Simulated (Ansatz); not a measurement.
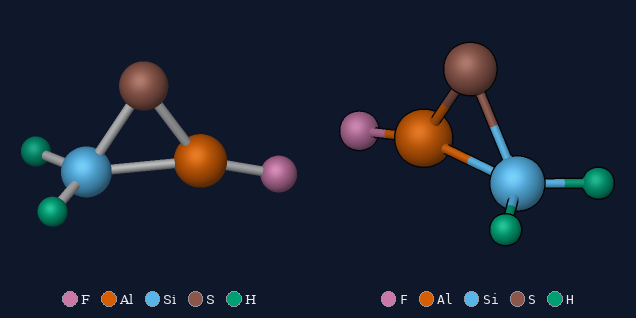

The same structure drawn twice, from different directions.

The computed structure is the end point of a PBE0-D4/def2-TZVP optimisation.

What does the picture show?

It has 6 atoms: 1 aluminium, 1 fluorine, 2 hydrogen, 1 sulfur and 1 silicon (AlFH2SSi). Its SMILES string is `[F][Al]1[SiH2][S]1`. Among its groups: Si–H bond. The point group is Cs. Coordination, clear cases only: 1 Al T-shaped.

The parts below concern this one geometry. Atoms keep their numbers from picture to picture.

### Geometry

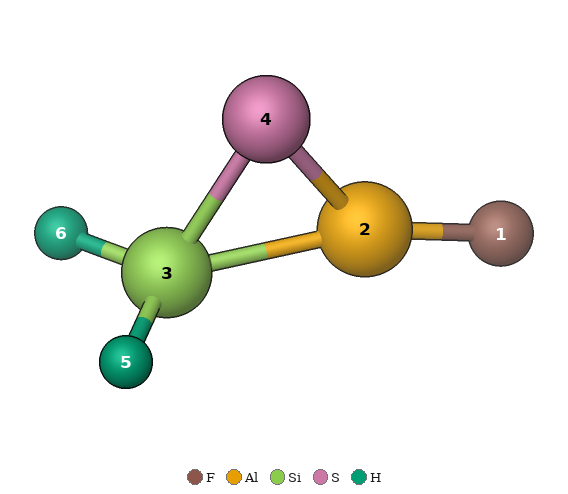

The atoms are numbered.

Give these bond angles: F1–Al2–Si3, F1–Al2–S4, Si3–Al2–S4, Al2–Si3–S4, Al2–Si3–H5, S4–Si3–H5, H5–Si3–H6, Al2–S4–Si3.

```json
{"angle": "F1–Al2–Si3", "degrees": "163.0"}
{"angle": "F1–Al2–S4", "degrees": "137.4"}
{"angle": "Si3–Al2–S4", "degrees": "59.7"}
{"angle": "Al2–Si3–S4", "degrees": "56.8"}
{"angle": "Al2–Si3–H5", "degrees": "125.1"}
{"angle": "S4–Si3–H5", "degrees": "112.8"}
{"angle": "H5–Si3–H6", "degrees": "108.9"}
{"angle": "Al2–S4–Si3", "degrees": "63.5"}
```

### Thermal motion

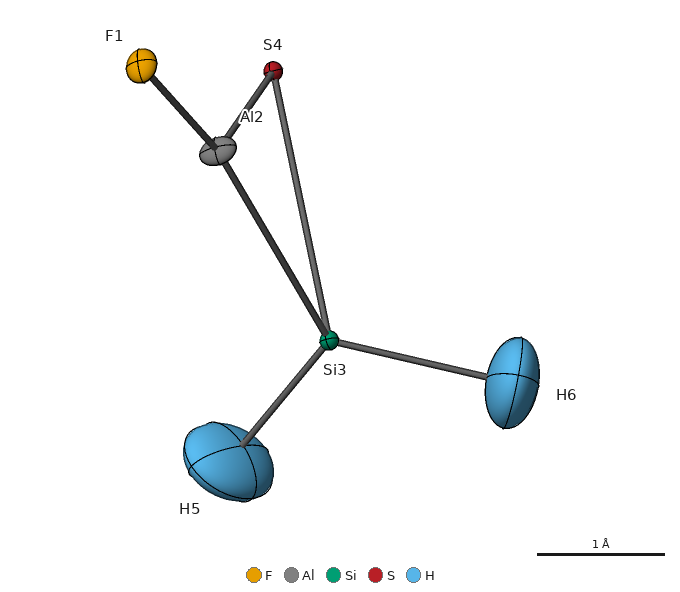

Displacement ellipsoids at the 50 % level, enlarged 1.5 times, from the internal vibrations of the free molecule (harmonic, no overall translation or rotation; no half-axis is drawn under 0.075 Å). Vibrations computed with RKS PBE0-D4/def2-TZVP (Ansatz 0.2.0). Temperature: 200 K.

Question: Which atom moves most?

Answer: H5, H6, with U_eq = 0.0230 Å².

Question: Does H5 move more along its bond or across it?

Answer: Across it: the root-mean-square amplitude is 0.089 Å along the bond and up to 0.191 Å across, since bending and torsion are softer than stretching.

Give the displacement parameters, one line for each set of equivalent atoms.

```
  atom  U_eq (Å²)   rms amplitudes (Å)
    F1     0.0029  0.037, 0.055, 0.065
   Al2     0.0026  0.028, 0.052, 0.067
   Si3    0.00094  0.019, 0.032, 0.038
    S4    0.00077  0.009, 0.027, 0.039
H5, H6     0.0230  0.089, 0.157, 0.191
```

### Dipole moment

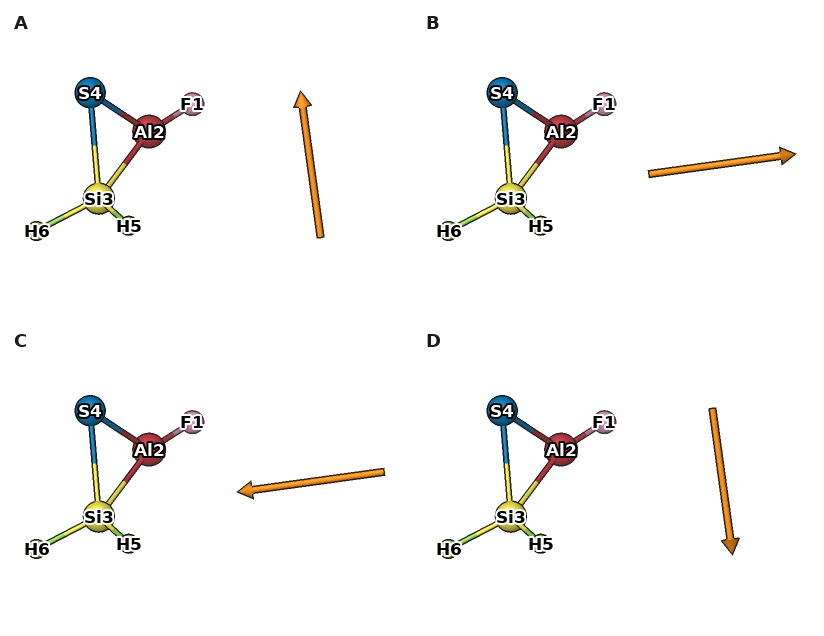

The same molecule four times, each with an arrow. Properties computed with RKS B3LYP-D4/def2-TZVPP (Ansatz 0.2.0).

Question: Which arrow points along the dipole moment, from the negative to the positive end?

Answer: D. The dipole moment is 1.42 D; it points from the side of S4 to the side of H5, H6 (the outermost atoms at the two ends).

### Charges

The questions are on Mulliken charges. Properties computed with RKS B3LYP-D4/def2-TZVPP (Ansatz 0.2.0).

Question: Which atom carries the highest charge (most positive or least negative)?

Answer: Al2 (0.52 e).

Question: And the lowest?

Answer: F1 (−0.31 e).

List the Mulliken charges.

```csv
atom,value (e)
F1,−0.31
Al2,0.52
Si3,0.18
S4,−0.28
H5,−0.05
H6,−0.05
```

Mulliken values depend strongly on the basis set and can even reverse the polarity of a bond.
